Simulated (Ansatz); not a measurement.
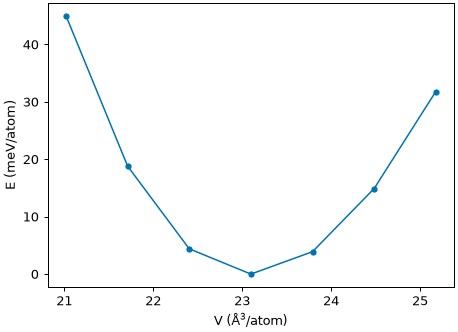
Figure. ZnCu₂SnSe₄ in space group I-42m (No. 121; Zn on 2a, Cu on 4d, Sn on 2b, Se on 8i) under volume change, the program Ansatz at the r²SCAN level (PAW), shape and atoms relaxed at each volume.

Problem. What does a third-order Birch–Murnaghan fit give for V₀, B₀ and B′?

Solution. V₀ = 23.10 Å³/atom, B₀ = 64.3 GPa, B′ = 4.8.

The workflow started from a Materials Project entry (that database holds measured and hypothetical structures alike); the Crystallography Open Database files this formula in space group No. 121, but the cells were not matched. It is not the phase usual at ambient conditions (space group No. 82). The cell was relaxed with r²SCAN under the symmetry of its start; whether a distortion lowers the energy is not shown. The run is not spin-polarised. Scalar-relativistic: spin–orbit coupling is off unless named, which matters more the heavier the elements.

Potentials: the later of the program's two PAW sets.
